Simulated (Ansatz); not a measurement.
# CH$_{3}$AlFO (charge +1): what the fields show

```yaml
atoms:
  - { symbol: C, position_ang: [-0.1679, -2.0219, 0.0536] }
  - { symbol: Al, position_ang: [-0.2843, 0.8779, -0.8133] }
  - { symbol: F, position_ang: [-0.3465, 2.4244, -1.2758] }
  - { symbol: O, position_ang: [-0.2229, -0.6493, -0.3565] }
  - { symbol: H, position_ang: [-0.6903, -2.1211, 1.0140] }
  - { symbol: H, position_ang: [0.8853, -2.3131, 0.1598] }
  - { symbol: H, position_ang: [-0.6583, -2.6358, -0.7131] }
```

Geometry: B3LYP-D3(BJ)/def2-SVP.

Theory: isolated molecule in a Gaussian basis; Kohn-Sham density functional theory, functional PBE0 (Ansatz).

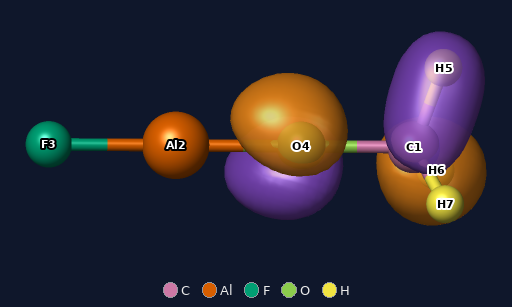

Figure 1. The HOMO at ±0.2 Å⁻³ᐟ² (orange and purple are the two phases), seen across its widest extent.

> What is the character of this orbital?

Its weight (Hirshfeld) is mainly on O4 (about 40 %), C1 (about 25 %), H6 (about 10 %) and H5 (about 10 %). It is one of a degenerate set, so its orientation is arbitrary. Its energy is −14.60 eV.

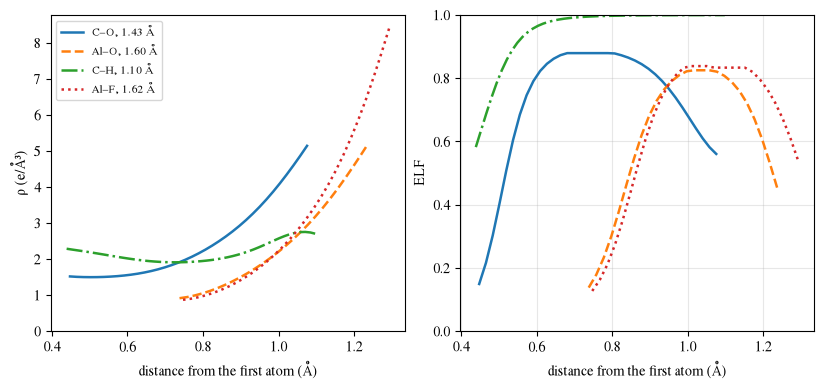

Figure 2. Total electron density and electron localisation function along straight lines between neighbouring atoms. The curves leave out the atomic cores.

> What can be read from the curves?

C–O (1.43 Å): ρ is about 1.8 e/Å³ halfway, with its minimum of 1.5 e/Å³ about 0.5 Å from C; the ELF peaks at about 0.90 between the atoms; a shared but strongly polarised pair.
Al–O (1.60 Å): ρ is about 1 e/Å³ halfway; the ELF peaks at about 0.85 in the valence shell of O, 0.6 Å from its nucleus, and is about 0.30 at the midpoint.
C–H (1.10 Å): ρ is about 2.1 e/Å³ halfway; the ELF climbs to about 1 towards the hydrogen, as it does in any bond to H: a covalent bond by its length.
Al–F (1.62 Å): ρ is about 1 e/Å³ halfway; the ELF peaks at about 0.85 in the valence shell of F, 0.6 Å from its nucleus, and is about 0.25 at the midpoint.
